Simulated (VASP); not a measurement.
# KMgF3: structure and properties in VASP, part 5 of 5

Aim: relax KMgF3, then compute properties on the relaxed cell. Left out of this account: 1 further run (core levels: core levels are not valid at this level). The start is a cell from a database of measured crystal structures.

VASP 6.6.1; MS2; plane waves and PAW (K_sv, Mg, F).

So far. Step 12 (Volume scan with MS2 (run 6)): The pressure falls from -1.48 to -2.79 GPa. Step 12 (Volume scan with MS2 (run 6)): The run ends at a pressure of -2.79 GPa.

## 13. Volume scan with MS2 (run 7)

A prediction first. A parabola through the 6 pressures of evenly scaled cells so far, P = -0.03 -77.4 t +183 t² GPa with t = ln(V/V₁) and V₁ the volume at scale 1, gives -3.91 GPa at t = +0.0583.

File INCAR:

```
SYSTEM = KMgF3
PREC = Accurate
ENCUT = 520
EDIFF = 1E-06
NELM = 100
ISMEAR = 0
SIGMA = 0.05
LREAL = .FALSE.
ALGO = Normal
METAGGA = MS2
LASPH = .TRUE.
NBANDS = 22
LORBIT = 11
LWAVE = .FALSE.
LCHARG = .FALSE.
KPAR = 2
ISIF = 2
```

File POSCAR:

```
KMgF3
1.0
    4.0612579059      0.0000000000      0.0000000000
    0.0000000000      4.0612579059      0.0000000000
    0.0000000000      0.0000000000      4.0612579059
K Mg F
1 1 3
Direct
    0.5000000000      0.5000000000      0.5000000000
    0.0000000000      0.0000000000      0.0000000000
    0.0000000000      0.0000000000      0.5000000000
    0.0000000000      0.5000000000      0.0000000000
    0.5000000000      0.0000000000      0.0000000000
```

File KPOINTS:

```
Automatic mesh
0
Gamma
6 6 6
0 0 0
```

PAW data sets: K_sv, Mg and F (PBE family, release 64).

Started as:

```sh
mpirun -np 2 vasp_std
```

What it wrote:

```text
[... set-up lines as in an earlier step ...]
 entering main loop
       N       E                     dE             d eps       ncg     rms          rms(c)
DAV:   1     0.193591624429E+03    0.19359E+03   -0.16826E+04   920   0.133E+03
DAV:   2    -0.409356825104E+02   -0.23453E+03   -0.22512E+03  1204   0.361E+02
DAV:   3    -0.534331597697E+02   -0.12497E+02   -0.12370E+02  1386   0.717E+01
DAV:   4    -0.537042815022E+02   -0.27112E+00   -0.26763E+00  1188   0.806E+00
[...]
DAV:  15    -0.410727351283E+02   -0.30005E-05   -0.10738E-05  1220   0.287E-02    0.177E-02
DAV:  16    -0.410727368010E+02   -0.16727E-05   -0.44133E-06  1024   0.192E-02    0.652E-03
DAV:  17    -0.410727369911E+02   -0.19015E-06   -0.19428E-07   596   0.368E-03
   1 F= -.41072737E+02 E0= -.41072737E+02  d E =-.252055E-11
```

Run time: 27 s. Hardware: 2 MPI ranks of AMD EPYC 9R45, shared host; peak memory 0.32 GiB.

From OUTCAR (step 13):

```text
  Total       -1.6534147     -1.6534147     -1.6534147     -0.0000000      0.0000000     -0.0000000
  in kB      -39.5467369    -39.5467369    -39.5467369     -0.0000000      0.0000000     -0.0000000
  external PRESSURE =     -39.5467369 kB  Pullay stress =       0.0000000 kB

 POSITION                                       TOTAL-FORCE (eV/Angst)
 -----------------------------------------------------------------------------------
      2.03063      2.03063      2.03063         0.000000      0.000000      0.000000
      0.00000      0.00000      0.00000         0.000000      0.000000      0.000000
      0.00000      0.00000      2.03063         0.000000      0.000000      0.000000
      0.00000      2.03063      0.00000         0.000000      0.000000      0.000000
      2.03063      0.00000      0.00000         0.000000      0.000000      0.000000
 -----------------------------------------------------------------------------------
    total drift:                                0.000000     -0.000000      0.000000

  FREE ENERGIE OF THE ION-ELECTRON SYSTEM (eV)
  ---------------------------------------------------
  free  energy   TOTEN  =       -41.0727369911 eV

  energy  without entropy=      -41.0727369911  energy(sigma->0) =      -41.07273699

[... 1 part as in an earlier step ...]

[... 2 further parts left out ...]
[key lines of the parts left out:]
E-fermi :  -1.9942
```

The pressure falls from -2.79 to -3.95 GPa. The parabola predicted -3.91 GPa, +0.04 GPa off.

## 14. Side by side

Times are for 2 MPI ranks of AMD EPYC 9R45, shared host. Results by setting:

```tsv
no.	volume scale	energy above the lowest point (meV/atom)	pressure (GPa)	gap on the k-mesh (eV)	time	memory (GiB)
1	0.94	13.58	5.465	8.351	27 s	0.31
2	0.96	6.16	3.427	8.171	27 s	0.3
3	0.98	1.72	1.607	7.999	27 s	0.31
4	1	0	-0.02195	7.834	27 s	0.31
5	1.02	0.78	-1.481	7.677	27 s	0.31
6	1.04	3.71	-2.785	7.526	27 s	0.31
7	1.06	8.63	-3.955	7.380	27 s	0.32
```

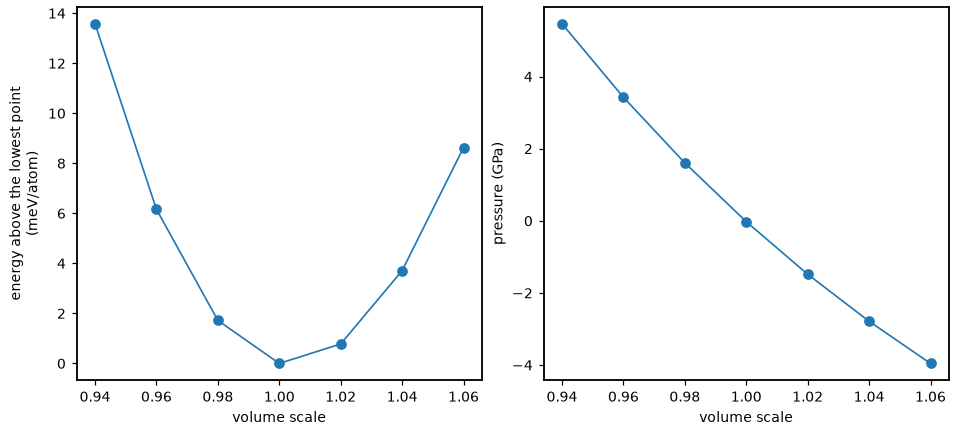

The series as plots.

## 15. Fit for MS2

This step: Birch-Murnaghan fit, MS2; plane waves and PAW (VASP 6.6.1).

This step runs nothing: it gathers the runs above.

Numbers from this step:

- pressure derivative of the bulk modulus: 4.298
- r.m.s. error of the fit: 1.23e-5 eV/atom
- minimum inside the sampled range: yes
- bulk modulus: 76.25 GPa
- equilibrium volume of the fit: 12.68 Å³/atom

Energy above the fitted minimum against volume:

```tsv
volume (Å³/atom)	energy above the fitted minimum (eV/atom)
11.880	0.0136
12.133	0.00618
12.386	0.00174
12.639	1.9e-5
12.892	8.0e-4
13.144	0.00373
13.397	0.00865
```

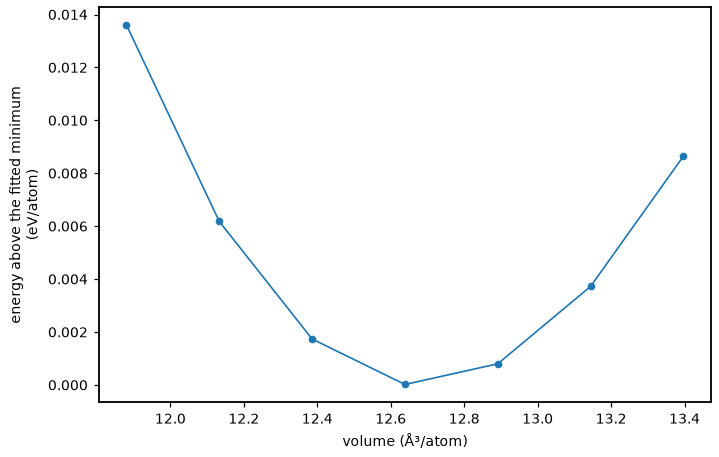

Energy above the fitted minimum, plotted against volume.

The fitted volume lies +0.36 % from the relaxed one, and the bulk modulus +1 % from that of the elastic tensor. At a finite cutoff and mesh the minimum of the energy and the zero of the stress don't quite coincide, and the relaxation stops at a threshold.

## 16. Bands along the symmetry lines (MS2), changed input

This step: MS2; plane waves and PAW (K_sv, Mg, F) (VASP 6.6.1).

Levels along the symmetry lines show where the bands peak and cross; KPOINTS_OPT computes them in the converged potential. Some settings are moved from the usual, to see what they do.

File INCAR:

```
SYSTEM = KMgF3
PREC = Accurate
ENCUT = 800
EDIFF = 1E-06
NELM = 100
ISMEAR = 0
SIGMA = 0.05
LREAL = .FALSE.
ALGO = Normal
METAGGA = MS2
LASPH = .TRUE.
NBANDS = 31
LORBIT = 11
LWAVE = .FALSE.
LCHARG = .FALSE.
KPAR = 2
NELECT = 33
```

POSCAR: that of step 13 with these lines changed.

```diff
@@ -2,5 +2,5 @@
 1.0
-    4.0612579059      0.0000000000      0.0000000000
-    0.0000000000      4.0612579059      0.0000000000
-    0.0000000000      0.0000000000      4.0612579059
+    3.9831373406      0.0000000000      0.0000000000
+    0.0000000000      3.9831373406      0.0000000000
+    0.0000000000      0.0000000000      3.9831373406
 K Mg F
```

KPOINTS is that of step 13.

File KPOINTS_OPT:

```
Line mode
16
Line-mode
Reciprocal
  0.00000000   0.00000000   0.00000000 GAMMA
  0.00000000   0.50000000   0.00000000 X

  0.00000000   0.50000000   0.00000000 X
  0.50000000   0.50000000   0.00000000 M

  0.50000000   0.50000000   0.00000000 M
  0.00000000   0.00000000   0.00000000 GAMMA

  0.00000000   0.00000000   0.00000000 GAMMA
  0.50000000   0.50000000   0.50000000 R

  0.50000000   0.50000000   0.50000000 R
  0.00000000   0.50000000   0.00000000 X

  0.50000000   0.50000000   0.00000000 M
  0.50000000   0.50000000   0.50000000 R
```

Started as:

```sh
mpirun -np 2 vasp_std
```

What it wrote:

```text
[... set-up lines as in an earlier step ...]
 entering main loop
       N       E                     dE             d eps       ncg     rms          rms(c)
DAV:   1     0.256334366349E+03    0.25633E+03   -0.20849E+04  1264   0.137E+03
DAV:   2    -0.316261551225E+02   -0.28796E+03   -0.26936E+03  1409   0.345E+02
DAV:   3    -0.499074791753E+02   -0.18281E+02   -0.17700E+02  1968   0.715E+01
DAV:   4    -0.507309479913E+02   -0.82347E+00   -0.82104E+00  1430   0.960E+00
DAV:   5    -0.507423136646E+02   -0.11366E-01   -0.11361E-01  1592   0.123E+00BRMIX: very serious problems
 the old and the new charge density differ
 old charge density:    32.00000 new   33.00000
BRMIX: very serious problems
 the old and the new charge density differ
 old charge density:    32.00000 new   33.00000
    0.176E+01
DAV:   6    -0.302369592410E+02    0.20505E+02   -0.10101E+01  1714   0.205E+01    0.575E+00
DAV:   7    -0.338438522214E+02   -0.36069E+01   -0.28426E+01  1467   0.170E+01    0.772E+00
DAV:   8    -0.341007331890E+02   -0.25688E+00   -0.91138E-01  1346   0.480E+00    0.591E+00
DAV:   9    -0.336268552956E+02    0.47388E+00   -0.47895E-01  1946   0.172E+00    0.362E+00
DAV:  10    -0.335636445514E+02    0.63211E-01   -0.43960E+00  1335   0.932E+00    0.299E+00
DAV:  11    -0.335654434393E+02   -0.17989E-02   -0.41720E-01  1678   0.282E+00    0.215E+00
DAV:  12    -0.335987604514E+02   -0.33317E-01   -0.17435E-02  1368   0.817E-01    0.171E+00
DAV:  13    -0.336112037120E+02   -0.12443E-01   -0.19793E-02  1464   0.648E-01    0.913E-01
DAV:  14    -0.336267222036E+02   -0.15518E-01   -0.18170E-02  1498   0.617E-01    0.704E-01
DAV:  15    -0.336347886294E+02   -0.80664E-02   -0.52794E-03  1631   0.373E-01    0.605E-01
DAV:  16    -0.336384815769E+02   -0.36929E-02   -0.18451E-03  1704   0.213E-01    0.498E-01
DAV:  17    -0.336426081943E+02   -0.41266E-02   -0.64976E-03  1420   0.327E-01    0.270E-01
DAV:  18    -0.336441467305E+02   -0.15385E-02   -0.12428E-03  1712   0.171E-01    0.151E-01
DAV:  19    -0.336448219847E+02   -0.67525E-03   -0.80229E-04  1531   0.119E-01    0.102E-01
DAV:  20    -0.336452176971E+02   -0.39571E-03   -0.12447E-03  1571   0.141E-01    0.736E-02
DAV:  21    -0.336452138786E+02    0.38185E-05   -0.28776E-05  1473   0.358E-02    0.209E-02
DAV:  22    -0.336452120130E+02    0.18656E-05   -0.13409E-05  1710   0.141E-02    0.160E-02
DAV:  23    -0.336452151395E+02   -0.31264E-05   -0.71301E-05  1334   0.293E-02    0.118E-02
DAV:  24    -0.336452111797E+02    0.39598E-05   -0.12788E-06  1083   0.659E-03    0.335E-03
DAV:  25    -0.336452096201E+02    0.15596E-05   -0.18670E-06  1364   0.571E-03    0.259E-03
DAV:  26    -0.336452095595E+02    0.60572E-07   -0.15441E-07   718   0.183E-03
   1 F= -.33645210E+02 E0= -.33643627E+02  d E =-.316436E-02
 Start KPOINTS_OPT (optional k-point list driver)
k-point batch [1-20\96]
       N       E                     dE             ncg
DAV:   1    -0.840269327819E+02   -0.10773E+05     1264
DAV:   2    -0.613382133227E+04   -0.60498E+04     1396
DAV:   3    -0.644610514480E+04   -0.31228E+03     1688
DAV:   4    -0.646055779878E+04   -0.14453E+02     1706
DAV:   5    -0.646063312252E+04   -0.75324E-01     1672
DAV:   6    -0.646063372868E+04   -0.60616E-03     1587
DAV:   7    -0.646063373929E+04   -0.10606E-04     1520
DAV:   8    -0.646063373966E+04   -0.37308E-06      929
[...]
k-point batch [81-96\96]
       N       E                     dE             ncg
DAV:   1     0.371068912527E+04   -0.22866E+05     1008
DAV:   2    -0.109975218952E+04   -0.48104E+04     1175
DAV:   3    -0.134728783047E+04   -0.24754E+03     1275
DAV:   4    -0.135950845211E+04   -0.12221E+02     1351
DAV:   5    -0.135956348102E+04   -0.55029E-01     1211
DAV:   6    -0.135956398414E+04   -0.50312E-03     1258
DAV:   7    -0.135956399215E+04   -0.80127E-05     1088
DAV:   8    -0.135956399240E+04   -0.24788E-06      820
```

Wall time 4 min (2 MPI ranks); peak memory 0.62 GiB; 8 min of CPU time.

Parts of OUTCAR (step 16):

```text
NELECT = 33

 ion  position               nearest neighbor table
   1  0.500  0.500  0.500-   3 2.82   4 2.82   5 2.82   4 2.82   5 2.82   3 2.82   5 2.82   5 2.82
                             3 2.82   4 2.82   4 2.82   3 2.82   2 3.45   2 3.45   2 3.45   2 3.45
   2  0.000  0.000  0.000-   3 1.99   4 1.99   5 1.99   3 1.99   4 1.99   5 1.99   1 3.45   1 3.45
                             1 3.45   1 3.45   1 3.45   1 3.45   1 3.45   1 3.45
   3  0.000  0.000  0.500-   2 1.99   2 1.99   1 2.82   1 2.82   1 2.82   1 2.82
   4  0.000  0.500  0.000-   2 1.99   2 1.99   1 2.82   1 2.82   1 2.82   1 2.82
   5  0.500  0.000  0.000-   2 1.99   2 1.99   1 2.82   1 2.82   1 2.82   1 2.82

   ENCUT  =  800.0 eV  58.80 Ry    7.67 a.u.   9.19  9.19  9.19*2*pi/ulx,y,z

 E-fermi :   8.1392

 k-point     1 :       0.0000    0.0000    0.0000
  band No.  band energies     occupation
    ...
     15      -2.3953      2.00000
     16      -2.3953      2.00000
     17       5.0915      2.00000
     18       8.0329      1.99735
     19       8.0329      1.99735
     20      10.5801      0.00000
     21      10.5801      0.00000
     22      10.5801      0.00000
     23      12.1136      0.00000
     24      15.0862      0.00000
    ...

  Total       13.5096600     13.5096600     13.5096600     -0.0000000     -0.0000000     -0.0000000
  in kB      342.5146550    342.5146550    342.5146550     -0.0000000     -0.0000000     -0.0000000
  external PRESSURE =     342.5146550 kB  Pullay stress =       0.0000000 kB

 POSITION                                       TOTAL-FORCE (eV/Angst)
 -----------------------------------------------------------------------------------
      1.99157      1.99157      1.99157         0.000000      0.000000      0.000000
      0.00000      0.00000      0.00000         0.000000      0.000000      0.000000
      0.00000      0.00000      1.99157         0.000000      0.000000      0.000000
      0.00000      1.99157      0.00000         0.000000      0.000000      0.000000
      1.99157      0.00000      0.00000         0.000000      0.000000      0.000000
 -----------------------------------------------------------------------------------
    total drift:                                0.000000      0.000000     -0.000000

  FREE ENERGIE OF THE ION-ELECTRON SYSTEM (eV)
  ---------------------------------------------------
  free  energy   TOTEN  =       -33.6452095595 eV

  energy  without entropy=      -33.6420451970  energy(sigma->0) =      -33.64362738

[... 4 parts as in an earlier step ...]

[... 11 further parts left out ...]
```

The run converged; its settings lie outside those of the reference runs, so its numbers are set aside.

Settings moved from the usual: ENCUT = 800 and NELECT = 33.0.

NELECT differs from the neutral count, so the cell is charged against a uniform background: another system, not a numerical setting.

## 17. Outcome

| Property | Result |
| --- | --- |
| relaxed volume | 12.64 Å³/atom |
| relaxed conventional cell a, b, c | 3.983, 3.983, 3.983 Å |
| space group after relaxing, within 0.02 Å | Pm-3m (No. 221) |
| band gap | 7.83 eV, indirect (least direct gap of that run 8.16 eV) |
| gap among the points of the DOS mesh alone, an upper bound | 7.83 eV |
| bulk modulus (Hill) | 75.5 GPa |
| shear modulus (Hill) | 49.9 GPa |
| Debye temperature from the elastic constants | 562 K |
| highest zone-centre mode | 469 cm⁻¹ |
| bulk modulus from the fit | 76.2 GPa |
| volume from the fit | 12.7 Å³/atom |

With MS2, KMgF3 relaxes to 12.64 Å³/atom in space group Pm-3m (held by the symmetry of the run), has an indirect gap of 7.83 eV and has a bulk modulus of 76.2 GPa. Against the listed cell the volume lies -0.2 %. Bands along the symmetry lines (MS2): On this path the gap is indirect, 7.83 eV, with the valence top at R and the conduction bottom at Γ. The least direct gap is 8.16 eV. Elastic constants (MS2): The highest mode in this list at Γ, 469.3 cm⁻¹, has its largest share on F (69 % of the kinetic energy). Semilocal functionals usually underestimate gaps. Modes at Γ alone can't show that the crystal is stable at other wave vectors, and the LO-TO splitting is not included. No search among competing phases was made, and a listed structure need not be the one stable at ambient conditions. All values are for a static lattice at zero temperature.

[Lines on the potential files, build, host, timing and source positions are cut from VASP's logs without a mark.]

[Logs are printed without paths, hosts, clocks, repeated set-up lines and the standing remarks that a program may print on its own settings, such as how far it seeks lower states.]

[Hosts, paths, dates, database ids (printed as entryN), source tags and the programs' standing remarks are cut or masked in the printed files.]

[A measured line is paired with the nearest computed mode of its activity, which favours agreement.]
